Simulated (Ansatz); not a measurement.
Starting cell, Ti2O3 (corundum):

```xyz
10
Lattice="2.4957 1.4409 4.5883 -2.4957 1.4409 4.5883 0.0000 -2.8818 4.5883" Properties=species:S:1:pos:R:3 pbc="T T T"
Ti     0.0000     0.0000    11.6411
Ti     0.0000     0.0000     2.1239
Ti     0.0000     0.0000     9.0064
Ti     0.0000     0.0000     4.7586
O     -0.9410    -1.4409     5.7354
O      0.9410     1.4409     8.0296
O      1.7184    -0.0945     5.7354
O     -1.7184     0.0945     8.0296
O     -0.7774     1.5354     5.7354
O      0.7774    -1.5354     8.0296
```

The atoms are displaced by Q × the pattern below (from a DFPT mode at Γ, largest move 1; Q in Å), at fixed cell.

```tsv
atom	x	y	z
Ti1	0.000	0.000	0.265
Ti2	0.000	0.000	-0.265
Ti3	0.000	0.000	-0.265
Ti4	0.000	0.000	0.265
O5	1.000	0.000	0.000
O6	-1.000	0.000	0.000
O7	-0.500	0.866	0.000
O8	0.500	-0.866	0.000
O9	-0.500	-0.866	0.000
O10	0.500	0.866	0.000
```

Calculation: LDA (plane waves to 420 eV, PAW, scalar-relativistic; Ansatz, an electronic-structure program). k mesh 11×11×11 (Γ-centred), Fermi-Dirac smearing 0.05 eV. E stands for the smeared free energy. With partly filled bands, energies and forces of such displacements shift with the k mesh and the smearing. Ti2O3 is run without spin polarisation and with no Hubbard U. Ti2O3 was relaxed with its symmetry unable to fall. The zero of ΔE is the undisplaced structure.

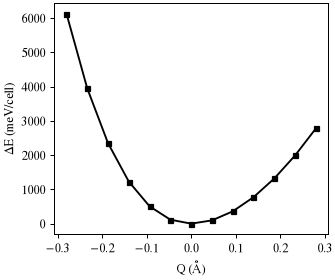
Figure. ΔE (meV/cell) against Q (Å); one marker a computed point.

Q: Is the energy the same for displacements of ±0.280 Å, and if not, which side lies higher?

A: Not even: the negative side lies higher at ±0.280 Å.

Q: What is the energy change at Q = 0.280 Å?

A: About 2800 meV/cell.

Q: What harmonic wavenumber does the curvature at Q = 0 give?

A: About 490 cm⁻¹.

(For displaced atoms, the force is minus the slope of the energy, and its curvature is a force constant, which sets phonon frequencies.)
